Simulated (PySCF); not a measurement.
C$_{3}$H$_{9}$F$_{2}$PSi$_{2}$

Input file:

```
{"job": {"kind": "nmr", "xc": "PBE0", "basis": "pcSseg-1"}, "charge": 0, "multiplicity": 1}
F     -2.000954    -0.355282    -1.215859
C     -1.661469    -0.416565     0.130993
C     -1.381218     1.006848     0.601761
Si     0.132198     1.676666    -0.368334
Si     1.088965    -0.450024    -0.446403
F      1.273605    -0.995501    -1.967551
P      2.918500    -1.239320     0.598490
C     -0.455926    -1.335586     0.279134
H     -2.547170    -0.837344     0.628301
H     -1.185141     0.981187     1.673533
H     -2.275251     1.611243     0.452708
H     -0.286720     2.277710    -1.634543
H      0.802136     2.697923     0.447667
H      2.782121    -0.408278     1.698304
H      3.777249    -0.359798    -0.036048
H     -0.325172    -1.570051     1.335466
H     -0.662753    -2.271796    -0.239142
```

Command:

```sh
OMP_NUM_THREADS=1 python probes_run.py task.json out
```

Geometry: GFN2-xTB.

Theory: PySCF, PBE0/pcSseg-1, SCF density, gas phase, non-relativistic.

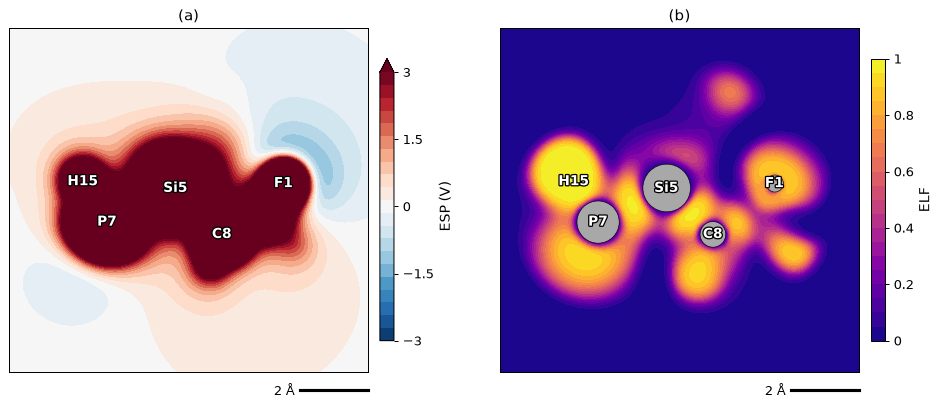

Figure 1. (a) electrostatic potential; (b) electron localisation function on the plane of atoms P7, Si5 and C8. Grey discs cover the atomic cores in the ELF map.

### Interpret the plot.

Atoms in the plane: F, Si, P, C and H.
C–Si (1.92 Å): the ELF peaks at about 0.95 between the atoms, as expected for localised, covalent bonding.
Si–P (2.25 Å): the ELF peaks at about 0.95 between the atoms, as expected for a covalent bond.
The ELF also peaks beside P7 and F1, away from the bonds: lone-pair regions.
Outside the dense part of the molecule the potential is most negative (−1.2 V) near F1.

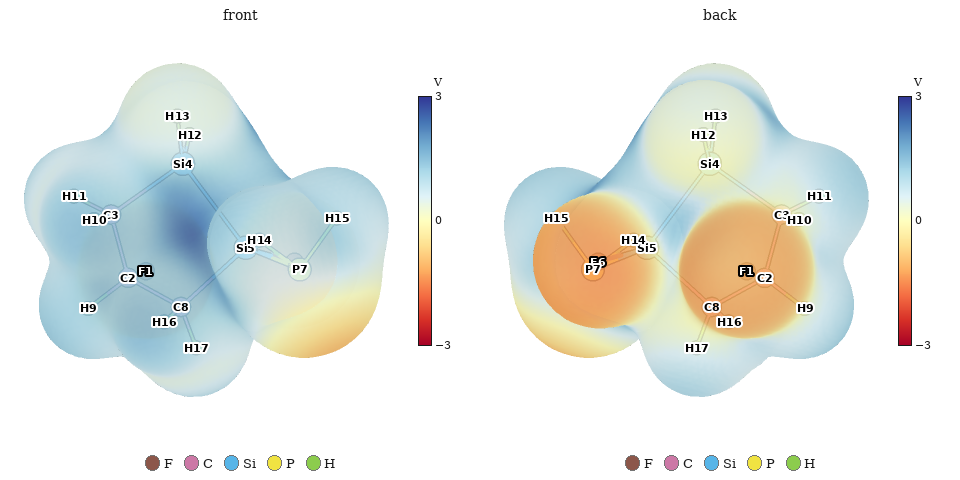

Figure 2. The electrostatic potential painted on the density surface at 0.004 e/bohr³, seen from the front and from behind; the colour scale runs from red (negative) to blue (positive).

### Where is the surface potential most negative and most positive?

The most negative region (about −1.4 V, or −32 kcal/mol for a unit charge) lies over F6, the most positive (about +2.3 V, or +53 kcal/mol for a unit charge) over Si5.

### What dipole moment does the calculation give?

Its dipole moment is 3.37 D.
